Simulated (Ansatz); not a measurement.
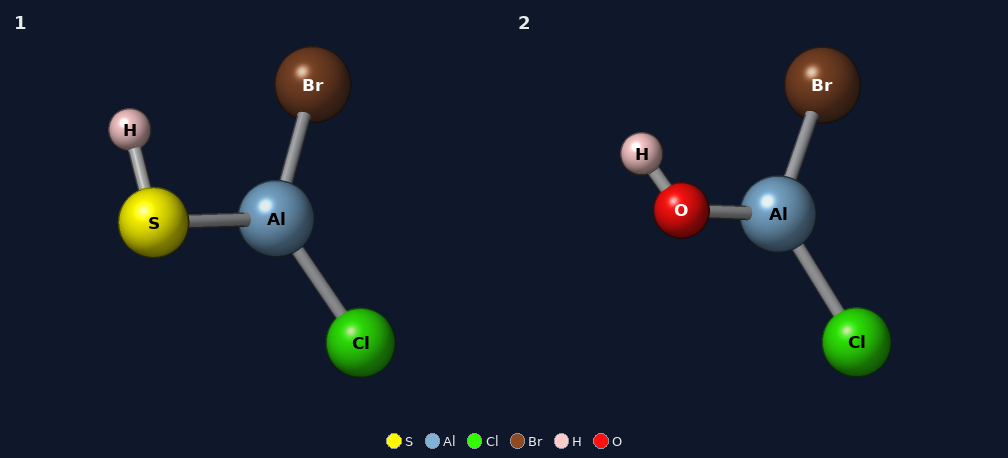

2 molecules with one skeleton, seen from the same side and at one scale. Charge 0, singlet. Computed geometries: PBE0-D4/def2-TZVP optimisations, one conformation each. Properties computed with Ansatz 0.2.0.

One atom differs, called X below: S in panel 1, O in panel 2. Their formulas are AlBrClHS (`[SH][Al]([Cl])[Br]`), AlBrClHO (`[OH][Al]([Cl])[Br]`).

Question: In which is the HOMO energy (Kohn–Sham orbital) higher (PBE0-D4/def2-QZVPP)?

Answer: In panel 1 (X = S).

Question: In which is the angle Al–X–H larger (PBE0-D4/def2-TZVP)?

Answer: In panel 2 (X = O).

Give the values. With PBE0-D4/def2-TZVP: length of X–Al (Å), length of X–H (Å), angle Al–X–H (°). With PBE0-D4/def2-QZVPP: HOMO energy (Kohn–Sham orbital) (eV), HOMO–LUMO gap (eV). With PBE-D4/def2-TZVPP: dipole moment (D).

| quantity | 1 (S) | 2 (O) | 2 − 1 |
| --- | --- | --- | --- |
| length of X–Al (Å) | 2.159 | 1.678 | −0.481 |
| length of X–H (Å) | 1.345 | 0.956 | −0.389 |
| angle Al–X–H (°) | 92.2 | 122.9 | +30.7 |
| HOMO energy (Kohn–Sham orbital) (eV) | −8.26 | −8.86 | −0.60 |
| HOMO–LUMO gap (eV) | 7.01 | 7.64 | +0.63 |
| dipole moment (D) | 1.06 | 1.59 | +0.53 |
